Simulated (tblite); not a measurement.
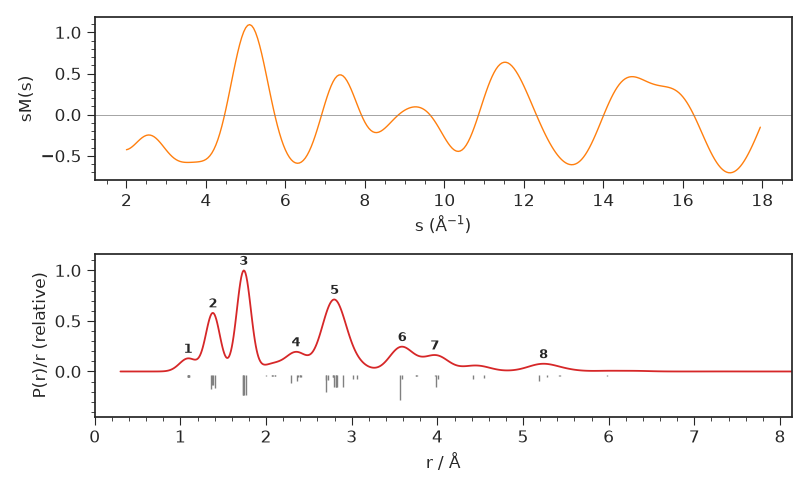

Simulated gas electron diffraction: reduced molecular intensity sM(s) from the Debye equation in the first Born approximation (top) and the radial distribution curve (bottom) of C₅H₆OP₂. Each pair of atoms contributes with weight ZᵢZⱼ/r (bars below the curve); damping constant 0.002 Å²; vibrational amplitudes assumed, not computed: 0.05 Å for bonds, 0.078 Å for bonds to H, 0.06 + 0.015 r up to 0.15 Å for other pairs. The geometry is the end point of an optimisation (GFN2-xTB geometry optimisation, gas phase in tblite); it may be a saddle point or a higher isomer. SMILES: COc1cpccp1.

Assign the numbered peaks of the radial distribution curve (– bonded, ··· not bonded).

Answer. Peak 1, 1.09 Å: C–H 1.09–1.10 Å (×6)
Peak 2, 1.38 Å: O–C 1.36–1.40 Å (×2), C–C 1.37–1.38 Å (×2)
Peak 3, 1.74 Å: P–C 1.73–1.76 Å (×4)
Peak 4, 2.35 Å: O···C 2.30 Å, C···C 2.37 Å, P···H 2.37–2.40 Å (×3), not resolved; in its flanks O···H 2.00–2.07 Å
Peak 5, 2.80 Å: C···C 2.70–3.06 Å (×4), P···O 2.70 Å, P···C 2.80–2.89 Å (×5), not resolved
Peak 6, 3.59 Å: P···P 3.56 Å, C···C 3.59 Å, P···H 3.75–3.76 Å (×3), not resolved
Peak 7, 3.97 Å: C···H 3.96–4.15 Å (×5), P···O 3.98 Å, O···C 4.01 Å, not resolved
Peak 8, 5.24 Å: O···H 4.94–5.51 Å (×2), P···C 5.18 Å, C···H 5.26–5.60 Å (×4), C···C 5.28 Å, P···H 5.42–5.43 Å (×2), not resolved
